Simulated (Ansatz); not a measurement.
# B3LYP/cc-pVDZ run of CBr2F2 (dibromodifluoromethane)

What is the vertical singlet–triplet gap of CBr2F2 (dibromodifluoromethane) at B3LYP/cc-pVDZ? 

The calculation is run with Ansatz 0.2.0.

57 further runs of the same task are left out: 57 set aside as unsound or not needed.

## (1) Starting point

The species is CBr2F2 (5 atoms), meant as a singlet with charge 0. As SMILES, `FC(F)(Br)Br`. The coordinates come from a PBE0-D4/def2-TZVP relaxation.

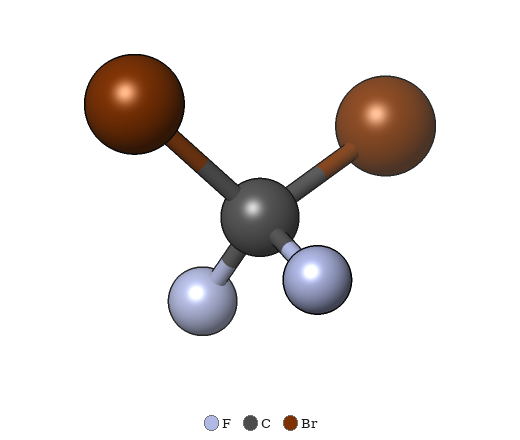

Viewed from a chosen angle; fluorine light blue, carbon dark grey, bromine brown.

## (2) The energy at B3LYP/cc-pVDZ

Input file in.yaml:

```yaml
basis:
  gaussian:
    orbitals: cc-pVDZ
crystal:
  periodic: [false, false, false]
  atoms:
    - {symbol: F, position_ang: [-0.970400, -0.113400, 0.986300]}
    - {symbol: C, position_ang: [0.004800, -0.087600, 0.090900]}
    - {symbol: F, position_ang: [0.914800, -0.981400, 0.446600]}
    - {symbol: Br, position_ang: [-0.709300, -0.561200, -1.642100]}
    - {symbol: Br, position_ang: [0.810000, 1.669900, 0.077000]}
total_charge: 0
hamiltonian:
  xc: {name: B3LYP}
accuracy: high
output: {orbitals: {seedname: orbitals}}
```

Launch:

```console
$ ansatz run in.yaml --threads 1 --pin off --max-ram 3480MiB --events-out events.jsonl --progress --plain --runs-dir runs
```

The log of the run:

```text
Warning: RAYON_NUM_THREADS=1 ignored (pool sized by the plan → 1); use --threads N
Functional definition: B3LYP
  name "B3LYP"
  parameter a0 = 0.2
  parameter ax = 0.72
  parameter ac = 0.81
  exchange = (1 - a0 - ax)*slater_x + ax*b88_x + a0*exact_x
  correlation = (1 - ac)*vwn_rpa_c + ac*lyp_c
2003 factors; integrals over basis functions are off by at most 4.6e-9 eV
mean field evaluation 1: about -146561.3320 eV, gradient 3.1e1 eV
mean field evaluation 2: about -146558.7174 eV, gradient 5.2e1 eV
mean field evaluation 4: about -146562.8015 eV, gradient 1.8e0 eV
mean field evaluation 8: about -146562.9428 eV, gradient 1.2e-1 eV
mean field evaluation 16: about -146562.9428 eV, gradient 3.0e-5 eV
mean field -146562.94283907 eV, -5386.0888054052 hartree, gradient 3.7e-8 eV, S^2 0.000000; 0 other end points of the search recorded, 0 dependent functions left out
reference -146562.94287125 eV, -5386.0888065877 hartree; 47, 47 occupied and 49, 49 virtual orbitals, 2003 factors
Total energy: -146562.94287125 eV, -5386.0888065877 hartree
```

It took 8.7 s on 1 thread of AMD EPYC 9R14 (Zen 4), shared host; peak memory 0.43 GiB.

## (3) The triplet, same level

Input file in.yaml:

```yaml
crystal:
  periodic: [false, false, false]
  atoms:
    - symbol: F
      position_ang: [-0.970400, -0.113400, 0.986300]
    - symbol: C
      position_ang: [0.004800, -0.087600, 0.090900]
    - symbol: F
      position_ang: [0.914800, -0.981400, 0.446600]
    - symbol: Br
      position_ang: [-0.709300, -0.561200, -1.642100]
    - symbol: Br
      position_ang: [0.810000, 1.669900, 0.077000]
basis:
  gaussian:
    orbitals: cc-pVDZ
magnetization:
  spin_polarized: true
  initial_magnetization: 2
hamiltonian:
  xc: {name: B3LYP}
accuracy: high
output: {orbitals: {seedname: orbitals}}
```

Launch:

```console
$ ansatz run in.yaml --threads 1 --pin off --max-ram 3480MiB --events-out events.jsonl --progress --plain --runs-dir runs
```

The log of the run:

```text
Warning: RAYON_NUM_THREADS=1 ignored (pool sized by the plan → 1); use --threads N
Functional definition: B3LYP
  name "B3LYP"
  parameter a0 = 0.2
  parameter ax = 0.72
  parameter ac = 0.81
  exchange = (1 - a0 - ax)*slater_x + ax*b88_x + a0*exact_x
  correlation = (1 - ac)*vwn_rpa_c + ac*lyp_c
2003 factors; integrals over basis functions are off by at most 4.6e-9 eV
mean field evaluation 1: about -146556.6841 eV, gradient 2.0e1 eV
mean field evaluation 2: about -146555.5030 eV, gradient 2.9e1 eV
mean field evaluation 4: about -146557.9495 eV, gradient 1.2e0 eV
mean field evaluation 8: about -146558.1076 eV, gradient 5.7e-2 eV
mean field evaluation 16: about -146558.1076 eV, gradient 2.2e-4 eV
mean field evaluation 32: about -146558.1076 eV, gradient 1.2e-6 eV
mean field -146558.10758536 eV, -5385.9111131086 hartree, gradient 9.9e-8 eV, S^2 2.004274; 7 other end points of the search recorded, 0 dependent functions left out
reference -146558.10761805 eV, -5385.9111143102 hartree; 48, 46 occupied and 48, 50 virtual orbitals, 2003 factors
Total energy: -146558.10761805 eV, -5385.9111143102 hartree
```

It took 28 s on 1 thread of AMD EPYC 9R14 (Zen 4), shared host; peak memory 0.66 GiB.

## (4) Summary of results

Level: B3LYP/cc-pVDZ.

| quantity | value |
| --- | --- |
| singlet: total energy | -5386.08881 Eh |
| singlet: HOMO energy | -8.13 eV |
| singlet: LUMO energy | -1.71 eV |
| singlet: HOMO–LUMO gap | 6.42 eV |
| triplet: total energy | -5385.91111 Eh |
| triplet: HOMO energy (highest over α and β) | -3.40 eV |
| triplet: ⟨S²⟩ | 2.004 |
| vertical energy of the triplet above the singlet | 4.835 eV |

In words: At this shape the triplet lies 4.84 eV (467 kJ/mol) above the singlet.
